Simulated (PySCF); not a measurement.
C4H4O3Si (SMILES C#CC(=O)O[SiH2]C=O)

Input file:

```
{"job": {"kind": "uv", "xc": "CAM-B3LYP", "basis": "def2-SVPD", "nstates": 8, "ntriplets": 3}, "charge": 0, "multiplicity": 1}
C      3.460399     0.072798     0.627391
C      2.373669    -0.368614     0.373323
C      1.075256    -0.907011     0.062180
O      0.862549    -2.052844    -0.224965
O      0.118704     0.019529     0.127165
Si    -1.467752    -0.341688    -0.198583
C     -2.248779     1.383334     0.099417
O     -3.421190     1.603844    -0.054258
H      4.412790     0.457120     0.851038
H     -1.972158    -1.316294     0.760002
H     -1.611655    -0.758687    -1.587045
H     -1.580633     2.207826     0.432466
```

Launched as:

```sh
OMP_NUM_THREADS=1 python probes_run.py task.json out
```

Geometry: GFN2-xTB.

Level of theory: PySCF, CAM-B3LYP/def2-SVPD, SCF density, gas phase.

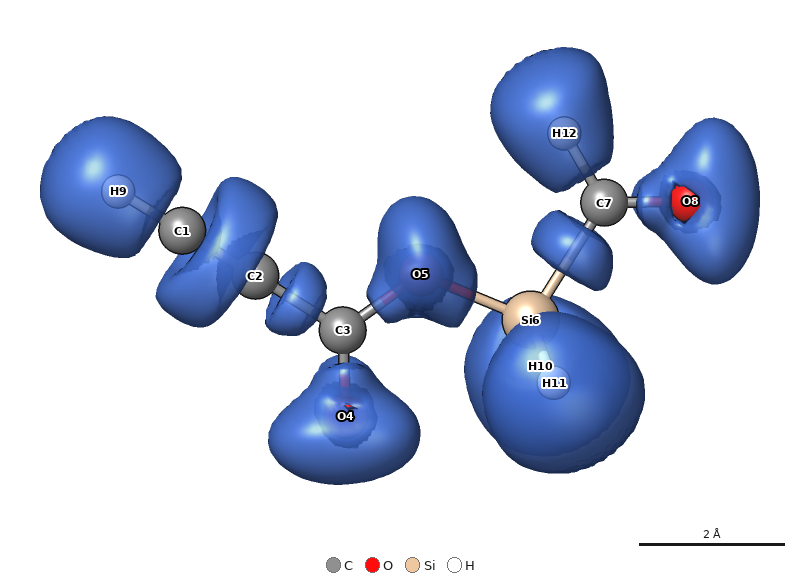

Figure 1. Isosurface of the ELF at 0.75 (blue), seen across its widest extent. Core shells and regions of very low density are left out.

> Describe the localisation domains.

The ELF exceeds this value in two regions between bonded C–C atoms (shared pairs), one region between bonded C–Si atoms (shared pairs), four regions around hydrogen nuclei and three regions on O in which the atom's valence shell and bonds are merged.


C–C (1.20 Å): the ELF peaks at about 0.85 between the atoms (a short, multiple covalent bond). C–O (1.20 Å): the ELF peaks at about 0.90 between the atoms (a multiple bond).

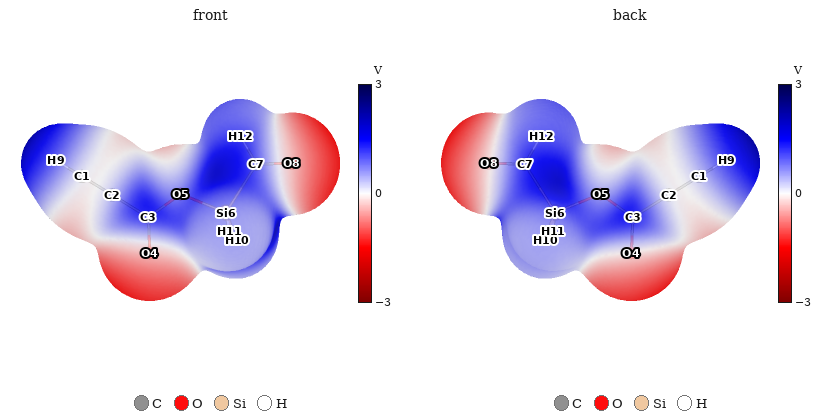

Figure 2. The electrostatic potential painted on the density surface at 0.002 e/bohr³, seen from the front and from behind; red is negative and blue positive.

> Where is the surface potential most negative and most positive?

The most negative region (about −1.4 V, or −32 kcal/mol for a unit charge) lies over O4 and O8, the most positive (about +2.1 V, or +48 kcal/mol for a unit charge) over Si6 and H9.

> How polar is the molecule by this calculation?

Its dipole moment is 3.08 D.

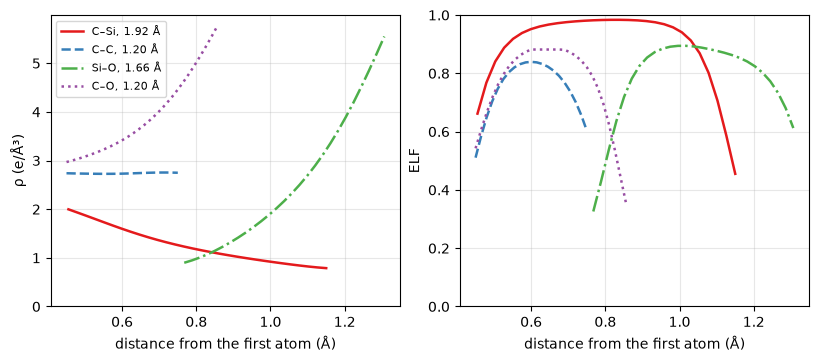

Figure 3. Electron density and ELF along straight lines between neighbouring atoms. The curves leave out the atomic cores.

> What can be read from the curves?

C–Si (1.92 Å): ρ at the midpoint is about 0.97 e/Å³; the ELF peaks at about 1 between the atoms; a shared electron pair.
C–C (1.20 Å): ρ is about 2.7 e/Å³ halfway; the ELF peaks at about 0.85 between the atoms; a short, multiple covalent bond.
Si–O (1.66 Å): ρ at the midpoint is about 1.1 e/Å³; the ELF peaks at about 0.90 between the atoms; a polar covalent bond.
C–O (1.20 Å): the density is about 3.4 e/Å³ at the midpoint; the ELF peaks at about 0.90 between the atoms (a short, multiple covalent bond).
